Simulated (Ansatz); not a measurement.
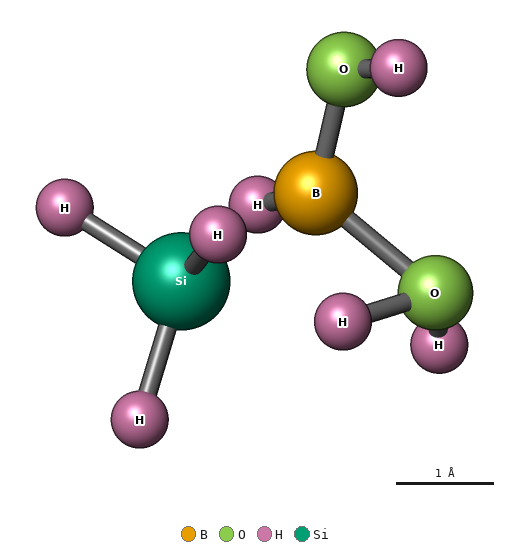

The input geometry (ball-and-stick view, seen at a tilt).

Run report: BSiH₇O₂, molecular dynamics (part 1 of 5)

- system: BSiH₇O₂
- method: RKS B3LYP-D4/6-31G* (Ansatz 0.2.0)

It belongs to a series of runs on one base structure; here: dynamics from the highest image of the converged band.

Log:
```
Engine: ansatz 0.2.0, aarch64-unknown-linux-gnu
Functional definition: B3LYP
  parameter a0 = 0.2
  parameter ax = 0.72
  parameter ac = 0.81
  exchange = (1 - a0 - ax)*slater_x + ax*b88_x + a0*exact_x
  correlation = (1 - ac)*vwn_rpa_c + ac*lyp_c
849 factors; integrals over basis functions are off by at most 7.0e-4 eV
mean field evaluation 1: about -12755.6100 eV, gradient 5.7e1 eV
mean field evaluation 2: about -12744.3255 eV, gradient 9.7e1 eV
mean field evaluation 4: about -12761.3215 eV, gradient 3.8e0 eV
mean field evaluation 8: about -12761.3609 eV, gradient 2.9e-1 eV
mean field evaluation 16: about -12761.3611 eV, gradient 2.3e-5 eV
mean field -12761.36113368 eV, -468.9713717013 hartree, gradient 2.3e-5 eV, S^2 0.000000; 0 other end points of the search recorded, 0 dependent functions left out
the calculation of the forces begins
reference -12761.36136967 eV, -468.9713803739 hartree; 21, 21 occupied and 57, 57 virtual orbitals, 849 factors
md step     0: t =     0.00 fs  T =   100.0 K  F+E_penalty+E_count = -12761.65586360 eV  E_kin = 0.116334 eV  conserved = -12761.53952960 eV  (26 SCF iters)
these checks for a lower state are left out or cut short: starts, cluster_reference, orbital_swaps, neighbouring_geometries, increment
849 factors; integrals over basis functions are off by at most 7.0e-4 eV
mean field -12761.35951579 eV, -468.9713122451 hartree, gradient 2.0e-5 eV, S^2 0.000000; 0 other end points of the search recorded, 0 dependent functions left out
the calculation of the forces begins
reference -12761.35975184 eV, -468.9713209198 hartree; 21, 21 occupied and 57, 57 virtual orbitals, 849 factors
md step     1: t =     0.50 fs  T =    98.6 K  F+E_penalty+E_count = -12761.65422213 eV  E_kin = 0.114714 eV  conserved = -12761.53950840 eV  (23 SCF iters)
[... from here on the SCF iterations and repeated set-up lines of each step are left out, up to the last step ...]
md step     2: t =     1.00 fs  T =    94.7 K  F+E_penalty+E_count = -12761.64962502 eV  E_kin = 0.110171 eV  conserved = -12761.53945432 eV  (22 SCF iters)
md step     3: t =     1.50 fs  T =    89.0 K  F+E_penalty+E_count = -12761.64291607 eV  E_kin = 0.103532 eV  conserved = -12761.53938401 eV  (23 SCF iters)
md step     4: t =     2.00 fs  T =    82.4 K  F+E_penalty+E_count = -12761.63519675 eV  E_kin = 0.095880 eV  conserved = -12761.53931702 eV  (24 SCF iters)
md step     5: t =     2.50 fs  T =    75.9 K  F+E_penalty+E_count = -12761.62751931 eV  E_kin = 0.088250 eV  conserved = -12761.53926933 eV  (23 SCF iters)
md step     6: t =     3.00 fs  T =    70.0 K  F+E_penalty+E_count = -12761.62063498 eV  E_kin = 0.081386 eV  conserved = -12761.53924872 eV  (24 SCF iters)
md step     7: t =     3.50 fs  T =    65.0 K  F+E_penalty+E_count = -12761.61487171 eV  E_kin = 0.075619 eV  conserved = -12761.53925295 eV  (24 SCF iters)
md step     8: t =     4.00 fs  T =    60.9 K  F+E_penalty+E_count = -12761.61017101 eV  E_kin = 0.070900 eV  conserved = -12761.53927107 eV  (24 SCF iters)
md step     9: t =     4.50 fs  T =    57.6 K  F+E_penalty+E_count = -12761.60625945 eV  E_kin = 0.066971 eV  conserved = -12761.53928830 eV  (24 SCF iters)
md step    10: t =     5.00 fs  T =    54.7 K  F+E_penalty+E_count = -12761.60287793 eV  E_kin = 0.063585 eV  conserved = -12761.53929252 eV  (24 SCF iters)
md step    11: t =     5.50 fs  T =    52.2 K  F+E_penalty+E_count = -12761.59996549 eV  E_kin = 0.060685 eV  conserved = -12761.53928067 eV  (24 SCF iters)
md step    12: t =     6.00 fs  T =    50.2 K  F+E_penalty+E_count = -12761.59770738 eV  E_kin = 0.058448 eV  conserved = -12761.53925950 eV  (24 SCF iters)
md step    13: t =     6.50 fs  T =    49.2 K  F+E_penalty+E_count = -12761.59642919 eV  E_kin = 0.057187 eV  conserved = -12761.53924194 eV  (24 SCF iters)
md step    14: t =     7.00 fs  T =    49.1 K  F+E_penalty+E_count = -12761.59640296 eV  E_kin = 0.057165 eV  conserved = -12761.53923830 eV  (24 SCF iters)
md step    15: t =     7.50 fs  T =    50.2 K  F+E_penalty+E_count = -12761.59769240 eV  E_kin = 0.058442 eV  conserved = -12761.53924997 eV  (24 SCF iters)
md step    16: t =     8.00 fs  T =    52.3 K  F+E_penalty+E_count = -12761.60013666 eV  E_kin = 0.060868 eV  conserved = -12761.53926836 eV  (24 SCF iters)
md step    17: t =     8.50 fs  T =    55.2 K  F+E_penalty+E_count = -12761.60348231 eV  E_kin = 0.064201 eV  conserved = -12761.53928132 eV  (29 SCF iters)
md step    18: t =     9.00 fs  T =    58.7 K  F+E_penalty+E_count = -12761.60757306 eV  E_kin = 0.068292 eV  conserved = -12761.53928088 eV  (29 SCF iters)
md step    19: t =     9.50 fs  T =    62.9 K  F+E_penalty+E_count = -12761.61247891 eV  E_kin = 0.073211 eV  conserved = -12761.53926750 eV  (28 SCF iters)
md step    20: t =    10.00 fs  T =    68.1 K  F+E_penalty+E_count = -12761.61849443 eV  E_kin = 0.079245 eV  conserved = -12761.53924927 eV  (28 SCF iters)
md step    21: t =    10.50 fs  T =    74.6 K  F+E_penalty+E_count = -12761.62601813 eV  E_kin = 0.086782 eV  conserved = -12761.53923635 eV  (27 SCF iters)
md step    22: t =    11.00 fs  T =    82.7 K  F+E_penalty+E_count = -12761.63539109 eV  E_kin = 0.096155 eV  conserved = -12761.53923588 eV  (29 SCF iters)
md step    23: t =    11.50 fs  T =    92.4 K  F+E_penalty+E_count = -12761.64678213 eV  E_kin = 0.107535 eV  conserved = -12761.53924733 eV  (29 SCF iters)
md step    24: t =    12.00 fs  T =   103.9 K  F+E_penalty+E_count = -12761.66017932 eV  E_kin = 0.120916 eV  conserved = -12761.53926352 eV  (29 SCF iters)
md step    25: t =    12.50 fs  T =   117.1 K  F+E_penalty+E_count = -12761.67548017 eV  E_kin = 0.136205 eV  conserved = -12761.53927540 eV  (29 SCF iters)
md step    26: t =    13.00 fs  T =   131.8 K  F+E_penalty+E_count = -12761.69261399 eV  E_kin = 0.153335 eV  conserved = -12761.53927872 eV  (29 SCF iters, 3 dispersion substeps)
md step    27: t =    13.50 fs  T =   148.1 K  F+E_penalty+E_count = -12761.71159915 eV  E_kin = 0.172321 eV  conserved = -12761.53927847 eV  (29 SCF iters, 3 dispersion substeps)
md step    28: t =    14.00 fs  T =   166.1 K  F+E_penalty+E_count = -12761.73246920 eV  E_kin = 0.193182 eV  conserved = -12761.53928763 eV  (29 SCF iters, 3 dispersion substeps)
md step    29: t =    14.50 fs  T =   185.5 K  F+E_penalty+E_count = -12761.75508514 eV  E_kin = 0.215765 eV  conserved = -12761.53932034 eV  (28 SCF iters, 3 dispersion substeps)
md step    30: t =    15.00 fs  T =   205.9 K  F+E_penalty+E_count = -12761.77894013 eV  E_kin = 0.239558 eV  conserved = -12761.53938201 eV  (28 SCF iters, 3 dispersion substeps)
md step    31: t =    15.50 fs  T =   226.6 K  F+E_penalty+E_count = -12761.80309455 eV  E_kin = 0.263630 eV  conserved = -12761.53946418 eV  (29 SCF iters, 3 dispersion substeps)
md step    32: t =    16.00 fs  T =   246.5 K  F+E_penalty+E_count = -12761.82631934 eV  E_kin = 0.286773 eV  conserved = -12761.53954616 eV  (28 SCF iters, 3 dispersion substeps)
md step    33: t =    16.50 fs  T =   264.6 K  F+E_penalty+E_count = -12761.84742245 eV  E_kin = 0.307821 eV  conserved = -12761.53960127 eV  (28 SCF iters, 3 dispersion substeps)
md step    34: t =    17.00 fs  T =   280.3 K  F+E_penalty+E_count = -12761.86565123 eV  E_kin = 0.326043 eV  conserved = -12761.53960861 eV  (29 SCF iters, 3 dispersion substeps)
md step    35: t =    17.50 fs  T =   293.5 K  F+E_penalty+E_count = -12761.88101506 eV  E_kin = 0.341455 eV  conserved = -12761.53956042 eV  (29 SCF iters, 3 dispersion substeps)
md step    36: t =    18.00 fs  T =   305.1 K  F+E_penalty+E_count = -12761.89439841 eV  E_kin = 0.354931 eV  conserved = -12761.53946728 eV  (29 SCF iters, 3 dispersion substeps)
md step    37: t =    18.50 fs  T =   316.4 K  F+E_penalty+E_count = -12761.90738858 eV  E_kin = 0.368032 eV  conserved = -12761.53935644 eV  (28 SCF iters, 3 dispersion substeps)
md step    38: t =    19.00 fs  T =   328.9 K  F+E_penalty+E_count = -12761.92183986 eV  E_kin = 0.382575 eV  conserved = -12761.53926494 eV  (28 SCF iters, 3 dispersion substeps)
md step    39: t =    19.50 fs  T =   343.9 K  F+E_penalty+E_count = -12761.93928788 eV  E_kin = 0.400060 eV  conserved = -12761.53922772 eV  (28 SCF iters, 3 dispersion substeps)
md step    40: t =    20.00 fs  T =   362.0 K  F+E_penalty+E_count = -12761.96039755 eV  E_kin = 0.421133 eV  conserved = -12761.53926469 eV  (26 SCF iters, 3 dispersion substeps)
md step    41: t =    20.50 fs  T =   382.8 K  F+E_penalty+E_count = -12761.98464976 eV  E_kin = 0.445280 eV  conserved = -12761.53936951 eV  (28 SCF iters, 3 dispersion substeps)
md step    42: t =    21.00 fs  T =   404.8 K  F+E_penalty+E_count = -12762.01044021 eV  E_kin = 0.470935 eV  conserved = -12761.53950489 eV  (28 SCF iters, 3 dispersion substeps)
md step    43: t =    21.50 fs  T =   426.4 K  F+E_penalty+E_count = -12762.03565553 eV  E_kin = 0.496045 eV  conserved = -12761.53961061 eV  (28 SCF iters, 3 dispersion substeps)
md step    44: t =    22.00 fs  T =   446.1 K  F+E_penalty+E_count = -12762.05859097 eV  E_kin = 0.518961 eV  conserved = -12761.53962971 eV  (28 SCF iters, 3 dispersion substeps)
md step    45: t =    22.50 fs  T =   463.6 K  F+E_penalty+E_count = -12762.07881305 eV  E_kin = 0.539269 eV  conserved = -12761.53954437 eV  (28 SCF iters, 3 dispersion substeps)
md step    46: t =    23.00 fs  T =   479.7 K  F+E_penalty+E_count = -12762.09742979 eV  E_kin = 0.558030 eV  conserved = -12761.53940020 eV  (28 SCF iters, 3 dispersion substeps)
md step    47: t =    23.50 fs  T =   496.1 K  F+E_penalty+E_count = -12762.11643644 eV  E_kin = 0.577149 eV  conserved = -12761.53928735 eV  (28 SCF iters, 3 dispersion substeps)
md step    48: t =    24.00 fs  T =   514.2 K  F+E_penalty+E_count = -12762.13742116 eV  E_kin = 0.598140 eV  conserved = -12761.53928131 eV  (28 SCF iters, 3 dispersion substeps)
md step    49: t =    24.50 fs  T =   533.9 K  F+E_penalty+E_count = -12762.16048746 eV  E_kin = 0.621100 eV  conserved = -12761.53938738 eV  (28 SCF iters, 3 dispersion substeps)
md step    50: t =    25.00 fs  T =   554.1 K  F+E_penalty+E_count = -12762.18417582 eV  E_kin = 0.644635 eV  conserved = -12761.53954107 eV  (27 SCF iters, 3 dispersion substeps)
md step    51: t =    25.50 fs  T =   573.1 K  F+E_penalty+E_count = -12762.20639382 eV  E_kin = 0.666736 eV  conserved = -12761.53965779 eV  (26 SCF iters, 3 dispersion substeps)
md step    52: t =    26.00 fs  T =   589.7 K  F+E_penalty+E_count = -12762.22565047 eV  E_kin = 0.685966 eV  conserved = -12761.53968439 eV  (26 SCF iters, 3 dispersion substeps)
md step    53: t =    26.50 fs  T =   603.6 K  F+E_penalty+E_count = -12762.24184189 eV  E_kin = 0.702225 eV  conserved = -12761.53961731 eV  (25 SCF iters, 3 dispersion substeps)
md step    54: t =    27.00 fs  T =   616.2 K  F+E_penalty+E_count = -12762.25629619 eV  E_kin = 0.716805 eV  conserved = -12761.53949134 eV  (26 SCF iters, 3 dispersion substeps)
md step    55: t =    27.50 fs  T =   629.1 K  F+E_penalty+E_count = -12762.27122361 eV  E_kin = 0.731865 eV  conserved = -12761.53935828 eV  (26 SCF iters, 3 dispersion substeps)
md step    56: t =    28.00 fs  T =   644.4 K  F+E_penalty+E_count = -12762.28888706 eV  E_kin = 0.749618 eV  conserved = -12761.53926943 eV  (26 SCF iters, 3 dispersion substeps)
md step    57: t =    28.50 fs  T =   663.2 K  F+E_penalty+E_count = -12762.31078233 eV  E_kin = 0.771522 eV  conserved = -12761.53926063 eV  (26 SCF iters, 3 dispersion substeps)
md step    58: t =    29.00 fs  T =   685.7 K  F+E_penalty+E_count = -12762.33705701 eV  E_kin = 0.797713 eV  conserved = -12761.53934437 eV  (26 SCF iters, 3 dispersion substeps)
md step    59: t =    29.50 fs  T =   710.7 K  F+E_penalty+E_count = -12762.36632444 eV  E_kin = 0.826823 eV  conserved = -12761.53950137 eV  (25 SCF iters, 3 dispersion substeps)
md step    60: t =    30.00 fs  T =   736.1 K  F+E_penalty+E_count = -12762.39598077 eV  E_kin = 0.856299 eV  conserved = -12761.53968217 eV  (26 SCF iters, 3 dispersion substeps)
md step    61: t =    30.50 fs  T =   759.2 K  F+E_penalty+E_count = -12762.42301041 eV  E_kin = 0.883193 eV  conserved = -12761.53981696 eV  (26 SCF iters, 3 dispersion substeps)
md step    62: t =    31.00 fs  T =   778.1 K  F+E_penalty+E_count = -12762.44509042 eV  E_kin = 0.905247 eV  conserved = -12761.53984356 eV  (25 SCF iters, 3 dispersion substeps)
md step    63: t =    31.50 fs  T =   792.4 K  F+E_penalty+E_count = -12762.46155804 eV  E_kin = 0.921814 eV  conserved = -12761.53974421 eV  (25 SCF iters, 3 dispersion substeps)
md step    64: t =    32.00 fs  T =   803.0 K  F+E_penalty+E_count = -12762.47368661 eV  E_kin = 0.934118 eV  conserved = -12761.53956894 eV  (26 SCF iters, 3 dispersion substeps)
md step    65: t =    32.50 fs  T =   811.9 K  F+E_penalty+E_count = -12762.48394650 eV  E_kin = 0.944531 eV  conserved = -12761.53941516 eV  (26 SCF iters, 3 dispersion substeps)
md step    66: t =    33.00 fs  T =   821.1 K  F+E_penalty+E_count = -12762.49456563 eV  E_kin = 0.955199 eV  conserved = -12761.53936676 eV  (25 SCF iters, 3 dispersion substeps)
md step    67: t =    33.50 fs  T =   831.1 K  F+E_penalty+E_count = -12762.50628254 eV  E_kin = 0.966843 eV  conserved = -12761.53943907 eV  (25 SCF iters, 3 dispersion substeps)
md step    68: t =    34.00 fs  T =   841.1 K  F+E_penalty+E_count = -12762.51809183 eV  E_kin = 0.978513 eV  conserved = -12761.53957884 eV  (25 SCF iters, 3 dispersion substeps)
md step    69: t =    34.50 fs  T =   849.5 K  F+E_penalty+E_count = -12762.52801243 eV  E_kin = 0.988305 eV  conserved = -12761.53970784 eV  (25 SCF iters, 3 dispersion substeps)
md step    70: t =    35.00 fs  T =   854.8 K  F+E_penalty+E_count = -12762.53423850 eV  E_kin = 0.994468 eV  conserved = -12761.53977091 eV  (26 SCF iters, 3 dispersion substeps)
md step    71: t =    35.50 fs  T =   856.3 K  F+E_penalty+E_count = -12762.53597743 eV  E_kin = 0.996224 eV  conserved = -12761.53975331 eV  (26 SCF iters, 3 dispersion substeps)
md step    72: t =    36.00 fs  T =   854.4 K  F+E_penalty+E_count = -12762.53368038 eV  E_kin = 0.994005 eV  conserved = -12761.53967512 eV  (25 SCF iters, 3 dispersion substeps)
md step    73: t =    36.50 fs  T =   850.3 K  F+E_penalty+E_count = -12762.52872713 eV  E_kin = 0.989151 eV  conserved = -12761.53957663 eV  (25 SCF iters, 3 dispersion substeps)
md step    74: t =    37.00 fs  T =   845.2 K  F+E_penalty+E_count = -12762.52278401 eV  E_kin = 0.983281 eV  conserved = -12761.53950298 eV  (26 SCF iters, 3 dispersion substeps)
md step    75: t =    37.50 fs  T =   840.3 K  F+E_penalty+E_count = -12762.51708427 eV  E_kin = 0.977595 eV  conserved = -12761.53948916 eV  (26 SCF iters, 3 dispersion substeps)
md step    76: t =    38.00 fs  T =   835.8 K  F+E_penalty+E_count = -12762.51187086 eV  E_kin = 0.972322 eV  conserved = -12761.53954853 eV  (25 SCF iters, 3 dispersion substeps)
md step    77: t =    38.50 fs  T =   830.8 K  F+E_penalty+E_count = -12762.50619675 eV  E_kin = 0.966532 eV  conserved = -12761.53966427 eV  (25 SCF iters, 3 dispersion substeps)
md step    78: t =    39.00 fs  T =   823.8 K  F+E_penalty+E_count = -12762.49820621 eV  E_kin = 0.958416 eV  conserved = -12761.53979006 eV  (25 SCF iters, 3 dispersion substeps)
md step    79: t =    39.50 fs  T =   813.2 K  F+E_penalty+E_count = -12762.48588101 eV  E_kin = 0.946019 eV  conserved = -12761.53986246 eV  (27 SCF iters, 3 dispersion substeps)
md step    80: t =    40.00 fs  T =   797.9 K  F+E_penalty+E_count = -12762.46803509 eV  E_kin = 0.928206 eV  conserved = -12761.53982934 eV  (26 SCF iters, 3 dispersion substeps)
md step    81: t =    40.50 fs  T =   778.3 K  F+E_penalty+E_count = -12762.44511192 eV  E_kin = 0.905427 eV  conserved = -12761.53968464 eV  (26 SCF iters, 3 dispersion substeps)
md step    82: t =    41.00 fs  T =   756.3 K  F+E_penalty+E_count = -12762.41926334 eV  E_kin = 0.879778 eV  conserved = -12761.53948503 eV  (25 SCF iters, 3 dispersion substeps)
md step    83: t =    41.50 fs  T =   734.2 K  F+E_penalty+E_count = -12762.39347797 eV  E_kin = 0.854152 eV  conserved = -12761.53932606 eV  (25 SCF iters, 3 dispersion substeps)
md step    84: t =    42.00 fs  T =   714.2 K  F+E_penalty+E_count = -12762.37014239 eV  E_kin = 0.830859 eV  conserved = -12761.53928331 eV  (26 SCF iters, 3 dispersion substeps)
md step    85: t =    42.50 fs  T =   696.7 K  F+E_penalty+E_count = -12762.34990335 eV  E_kin = 0.810538 eV  conserved = -12761.53936513 eV  (28 SCF iters, 3 dispersion substeps)
md step    86: t =    43.00 fs  T =   680.8 K  F+E_penalty+E_count = -12762.33152713 eV  E_kin = 0.792013 eV  conserved = -12761.53951459 eV  (28 SCF iters, 3 dispersion substeps)
md step    87: t =    43.50 fs  T =   664.5 K  F+E_penalty+E_count = -12762.31274484 eV  E_kin = 0.773094 eV  conserved = -12761.53965102 eV  (27 SCF iters, 3 dispersion substeps)
md step    88: t =    44.00 fs  T =   646.2 K  F+E_penalty+E_count = -12762.29148746 eV  E_kin = 0.751775 eV  conserved = -12761.53971216 eV  (25 SCF iters, 3 dispersion substeps)
md step    89: t =    44.50 fs  T =   625.1 K  F+E_penalty+E_count = -12762.26686152 eV  E_kin = 0.727188 eV  conserved = -12761.53967380 eV  (26 SCF iters, 3 dispersion substeps)
md step    90: t =    45.00 fs  T =   601.7 K  F+E_penalty+E_count = -12762.23952124 eV  E_kin = 0.699967 eV  conserved = -12761.53955428 eV  (26 SCF iters, 3 dispersion substeps)
md step    91: t =    45.50 fs  T =   577.6 K  F+E_penalty+E_count = -12762.21139593 eV  E_kin = 0.671997 eV  conserved = -12761.53939893 eV  (25 SCF iters, 3 dispersion substeps)
md step    92: t =    46.00 fs  T =   555.1 K  F+E_penalty+E_count = -12762.18497492 eV  E_kin = 0.645713 eV  conserved = -12761.53926225 eV  (27 SCF iters, 3 dispersion substeps)
md step    93: t =    46.50 fs  T =   535.7 K  F+E_penalty+E_count = -12762.16244486 eV  E_kin = 0.623257 eV  conserved = -12761.53918798 eV  (25 SCF iters, 3 dispersion substeps)
md step    94: t =    47.00 fs  T =   520.7 K  F+E_penalty+E_count = -12762.14499334 eV  E_kin = 0.605798 eV  conserved = -12761.53919491 eV  (26 SCF iters, 3 dispersion substeps)
md step    95: t =    47.50 fs  T =   510.0 K  F+E_penalty+E_count = -12762.13251810 eV  E_kin = 0.593249 eV  conserved = -12761.53926877 eV  (27 SCF iters, 3 dispersion substeps)
md step    96: t =    48.00 fs  T =   502.4 K  F+E_penalty+E_count = -12762.12386087 eV  E_kin = 0.584496 eV  conserved = -12761.53936504 eV  (27 SCF iters, 3 dispersion substeps)
md step    97: t =    48.50 fs  T =   496.9 K  F+E_penalty+E_count = -12762.11751092 eV  E_kin = 0.578085 eV  conserved = -12761.53942546 eV  (26 SCF iters, 3 dispersion substeps)
md step    98: t =    49.00 fs  T =   492.6 K  F+E_penalty+E_count = -12762.11250813 eV  E_kin = 0.573101 eV  conserved = -12761.53940697 eV  (28 SCF iters, 3 dispersion substeps)
md step    99: t =    49.50 fs  T =   489.8 K  F+E_penalty+E_count = -12762.10909289 eV  E_kin = 0.569781 eV  conserved = -12761.53931147 eV  (28 SCF iters, 3 dispersion substeps)
md step   100: t =    50.00 fs  T =   489.5 K  F+E_penalty+E_count = -12762.10867144 eV  E_kin = 0.569472 eV  conserved = -12761.53919898 eV  (28 SCF iters, 3 dispersion substeps)
md step   101: t =    50.50 fs  T =   493.3 K  F+E_penalty+E_count = -12762.11297517 eV  E_kin = 0.573842 eV  conserved = -12761.53913297 eV  (25 SCF iters, 3 dispersion substeps)
md step   102: t =    51.00 fs  T =   501.8 K  F+E_penalty+E_count = -12762.12295599 eV  E_kin = 0.583787 eV  conserved = -12761.53916930 eV  (29 SCF iters, 3 dispersion substeps)
md step   103: t =    51.50 fs  T =   514.6 K  F+E_penalty+E_count = -12762.13800615 eV  E_kin = 0.598702 eV  conserved = -12761.53930367 eV  (29 SCF iters, 3 dispersion substeps)
md step   104: t =    52.00 fs  T =   530.0 K  F+E_penalty+E_count = -12762.15602734 eV  E_kin = 0.616542 eV  conserved = -12761.53948506 eV  (29 SCF iters, 3 dispersion substeps)
md step   105: t =    52.50 fs  T =   545.5 K  F+E_penalty+E_count = -12762.17421203 eV  E_kin = 0.634567 eV  conserved = -12761.53964514 eV  (28 SCF iters, 3 dispersion substeps)
md step   106: t =    53.00 fs  T =   559.1 K  F+E_penalty+E_count = -12762.19009871 eV  E_kin = 0.650370 eV  conserved = -12761.53972835 eV  (29 SCF iters, 3 dispersion substeps)
md step   107: t =    53.50 fs  T =   569.7 K  F+E_penalty+E_count = -12762.20242852 eV  E_kin = 0.662714 eV  conserved = -12761.53971469 eV  (30 SCF iters, 3 dispersion substeps)
md step   108: t =    54.00 fs  T =   577.5 K  F+E_penalty+E_count = -12762.21146791 eV  E_kin = 0.671846 eV  conserved = -12761.53962232 eV  (29 SCF iters, 3 dispersion substeps)
md step   109: t =    54.50 fs  T =   583.9 K  F+E_penalty+E_count = -12762.21871549 eV  E_kin = 0.679216 eV  conserved = -12761.53949933 eV  (30 SCF iters, 3 dispersion substeps)
md step   110: t =    55.00 fs  T =   590.3 K  F+E_penalty+E_count = -12762.22614809 eV  E_kin = 0.686747 eV  conserved = -12761.53940100 eV  (30 SCF iters, 3 dispersion substeps)
md step   111: t =    55.50 fs  T =   598.3 K  F+E_penalty+E_count = -12762.23534648 eV  E_kin = 0.695978 eV  conserved = -12761.53936842 eV  (30 SCF iters, 3 dispersion substeps)
md step   112: t =    56.00 fs  T =   608.1 K  F+E_penalty+E_count = -12762.24684543 eV  E_kin = 0.707432 eV  conserved = -12761.53941349 eV  (29 SCF iters, 3 dispersion substeps)
md step   113: t =    56.50 fs  T =   619.3 K  F+E_penalty+E_count = -12762.25994639 eV  E_kin = 0.720432 eV  conserved = -12761.53951408 eV  (28 SCF iters, 3 dispersion substeps)
```
